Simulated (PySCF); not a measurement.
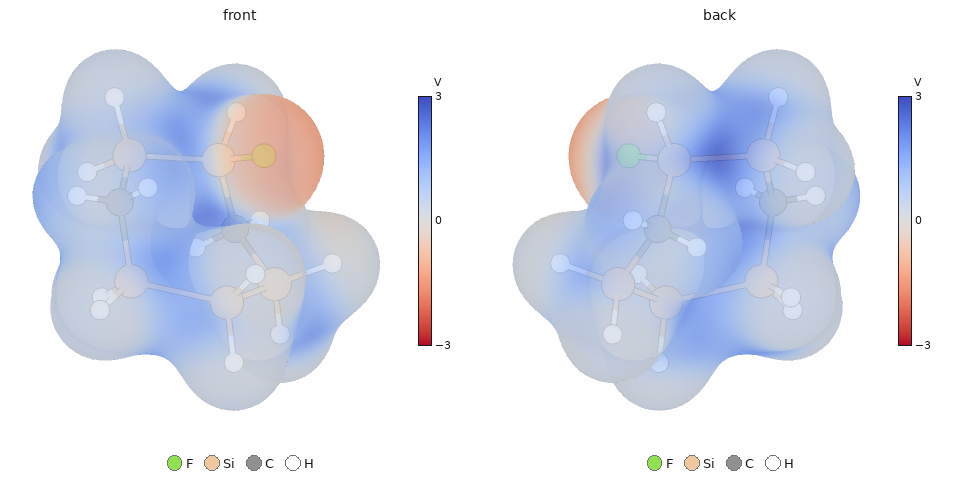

Figure. C$_{2}$H$_{13}$FSi$_{5}$. The electrostatic potential painted on the density surface at 0.004 e/bohr³, seen from the front and from behind; the colour scale runs from red (negative) to blue (positive).

Geometry: GFN2-xTB.

Theory: PBE0/pcSseg-1, SCF density, gas phase, non-relativistic (PySCF 2.14.0).

Input

```
{"job": {"kind": "nmr", "xc": "PBE0", "basis": "pcSseg-1"}, "charge": 0, "multiplicity": 1}
F      1.571927    -1.017158    -1.632254
Si     1.200039    -1.657822    -0.178864
C      1.805706    -0.394731     1.108354
Si     2.007740     1.403865     0.484584
Si     0.034659     2.153166    -0.477791
Si    -1.929434     1.070504     0.126533
C     -2.107714    -0.593455    -0.795260
Si    -1.070571    -2.051633    -0.143376
H      2.073283    -2.834820    -0.178738
H      1.120188    -0.396627     1.957332
H      2.766098    -0.718743     1.509159
H      2.416734     2.200573     1.657144
H      3.173371     1.417771    -0.409603
H      0.160955     2.132738    -1.945915
H     -0.118099     3.591284    -0.185567
H     -1.990183     0.779258     1.571507
H     -3.155642     1.839931    -0.150306
H     -1.866773    -0.433422    -1.847653
H     -3.156244    -0.892154    -0.774681
H     -1.513933    -2.335158     1.232478
H     -1.431027    -3.246426    -0.927554
```

Launched as:

```sh
OMP_NUM_THREADS=1 python probes_run.py task.json out
```

> Where is the surface potential most negative and most positive?

The most negative region (about −1.2 V, or −28 kcal/mol for a unit charge) lies over F1, the most positive (about +2.3 V, or +53 kcal/mol for a unit charge) over Si2.
